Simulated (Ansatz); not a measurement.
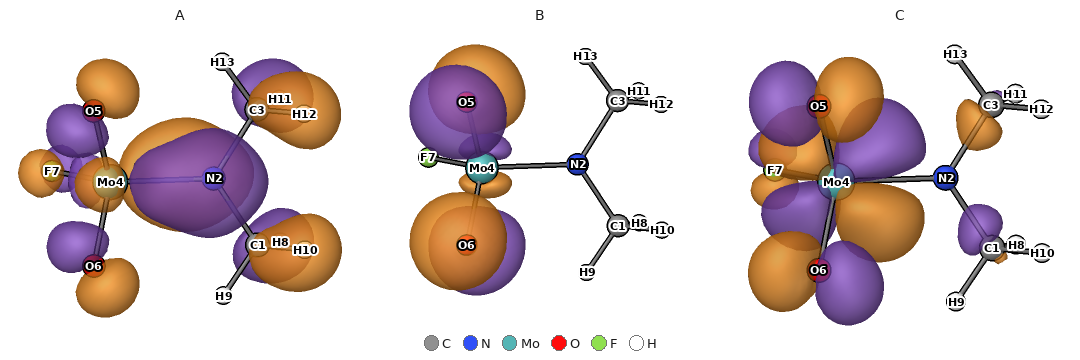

Figure. C2H6FMoNO2 (SMILES C[N](C)[Mo](=[O])(=[O])[F]). Three frontier orbitals at ±0.1 Å⁻³ᐟ² (orange and purple are the two phases), in no order.

Geometry: PBE0-D4/def2-TZVP; core potentials replace the inner electrons of Mo.

These are results of RKS PBE0-D4/def2-TZVPP in Ansatz 0.2.0, not measurements.

The calculation's input:

```
crystal:
  periodic: [false, false, false]
  atoms:
    - {symbol: C, position_ang: [-0.692238, -0.435226, 1.284950]}
    - {symbol: N, position_ang: [0.006391, -0.118479, 0.055790]}
    - {symbol: C, position_ang: [1.062223, -1.054818, -0.272904]}
    - {symbol: Mo, position_ang: [-0.336668, 1.453988, -0.962992]}
    - {symbol: O, position_ang: [1.107653, 1.924723, -1.681895]}
    - {symbol: O, position_ang: [-0.917470, 2.629075, 0.088556]}
    - {symbol: F, position_ang: [-1.608466, 1.053872, -2.261837]}
    - {symbol: H, position_ang: [-1.206781, -1.398204, 1.191606]}
    - {symbol: H, position_ang: [-1.430492, 0.330664, 1.520798]}
    - {symbol: H, position_ang: [0.017144, -0.503901, 2.117993]}
    - {symbol: H, position_ang: [0.643423, -2.051965, -0.449216]}
    - {symbol: H, position_ang: [1.779546, -1.124076, 0.553242]}
    - {symbol: H, position_ang: [1.596035, -0.740253, -1.169293]}
basis:
  gaussian: {orbitals: def2-TZVPP}
hamiltonian: {xc: pbe0, dispersion: d4}
output: {orbitals: {seedname: orbitals}}
```

Command:

```sh
ansatz run in.yaml --threads 2 --pin off --events-out ev --progress --plain --max-ram 32768MiB --backend cuda --devices 0, --max-vram 18GiB
```

Question: Which picture is the HOMO−1, the HOMO and the LUMO?

Answer: B is the HOMO−1 (−9.01 eV). Its weight (Hirshfeld) is mainly on O6 (about 45 %) and O5 (about 45 %); largely a combination of lone pairs on O6 and O5. A is the HOMO (−7.83 eV). It lies mainly on N2 (about 45 %), Mo4 (about 10 %), C1 (about 5 %), C3 (about 5 %), O5 (about 5 %) and O6 (about 5 %). C is the LUMO (−2.02 eV). Its weight (Hirshfeld) is mainly on Mo4 (about 55 %), O5 (about 15 %) and O6 (about 15 %).

Question: What is the HOMO–LUMO gap?

Answer: 5.81 eV between the orbital energies.
